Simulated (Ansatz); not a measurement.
**Fields on a plane of Zn (hcp, Mg type)**

```
Zn
1.0
    2.64671     0.00000     0.00000
   -1.32336     2.29212     0.00000
    0.00000     0.00000     4.67807
Zn
2
Direct
  0.33333   0.66667   0.75000
  0.66667   0.33333   0.25000
```

The slice is a (1 -1 0 0) plane (indices of the conventional cell) through the point (0.333, 0.667, 0.750) (fractional), spanned by u = [110] and v = [001] in vectors of this cell: u (2.65 Å) and v (4.68 Å, at 90° to u). It covers one period; positions are fractions (u, v).

Atoms on it: Zn at (0.00, 0.00). Other atoms lie within 1 Å of the plane.

The numbers are results of r2SCAN (plane waves to 500 eV, PAW, scalar-relativistic; Ansatz, a first-principles code), not measurements. k mesh 20×20×10. Near the nuclei the fields are pseudised (PAW); where an atom keeps semicore shells as valence, they peak there. The PAW data are Ansatz's earlier set. Zn was relaxed with its symmetry unable to fall.

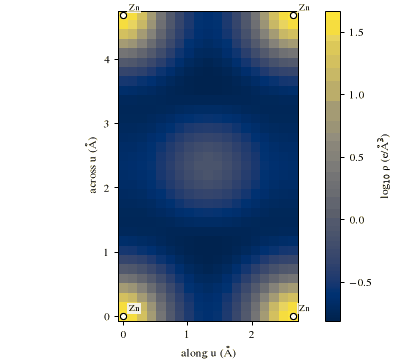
Figure. Log₁₀ of the valence density in e/Å³, one period of the plane, atoms marked. The scale is logarithmic, as a density can span decades between atoms and voids.

```
|xxxxxxxx0022333355665533332200xxxxxx|
|xxxxxx00112233445566554433221100xxxx|
|xxxx000022223344556655443322220000xx|
|000011222233334466666644333322221100|
|222222223333335566666655333333222222|
|222233333333445566666655443333333322|
|333333333344555555555555554433333333|
|333344444455555555555555555544444433|
|555555555555554444444444555555555555|
|777777666655443333333333445566667777|
|888877775544333333333333334455777788|
|998888665544333333333333334455668888|
|999988664433333333333333333344668899|
|999988664433333322222233333344668899|
|999977554433332222222222333344557799|
|999977554433332222222222333344557799|
|999977554433332222222222333344557799|
|999988664433333322222233333344668899|
|999988664433333333333333333344668899|
|998888665544333333333333334455668888|
|888877775544333333333333334455777788|
|777777666655443333333333445566667777|
|555555555555554444444444555555555555|
|333344444455555555555555555544444433|
|333333333344555555555555554433333333|
|222233333333445566666655443333333322|
|222222223333335566666655333333222222|
|000011222233334466666644333322221100|
|xxxx000022223344556655443322220000xx|
|xxxxxx00112233445566554433221100xxxx|
|xxxxxxxx0022333355665533332200xxxxxx|
|xxxxxxxx0022333355665533332200xxxxxx|
```
Scale: ten equal steps from 0.03 (start of '0') to 0.49 (end of '9'), in the order '0123456789'. Values: electron localisation function (ELF). The map has 18 points along u (two characters each, u = 0 at the left) and 32 along v (v = 0 in the bottom row). Points within 0.5 Å of a nucleus are blanked (x), as the pseudised field means little there.

| Property | Result |
|---|---|
| Density on the Zn–Zn line (2.65 Å) at its midpoint | 0.25 e/Å³ |
| ELF at that point | 0.34 |
